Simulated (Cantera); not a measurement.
A closed system holds: 1 mol Pb, 1 mol H2, at 10000 Pa.

Method: chemical equilibrium by Gibbs-energy minimisation in Cantera with the NASA 1993 tables (ideal gas, pure condensed phases). Candidate condensed phases: Pb; 4 gas species. The numbers say what is thermodynamically allowed, not how fast it happens.

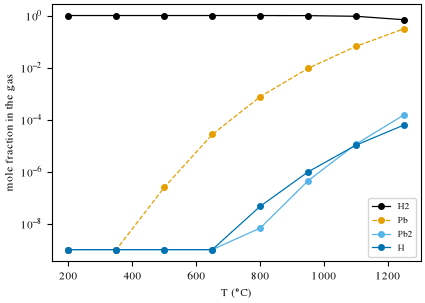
Fig. 1. Equilibrium gas composition (values under 1e-9 drawn at 1e-9)

At 202 °C the condensed part is Pb(s). From 352 °C to 1252 °C the condensed part is Pb(l).
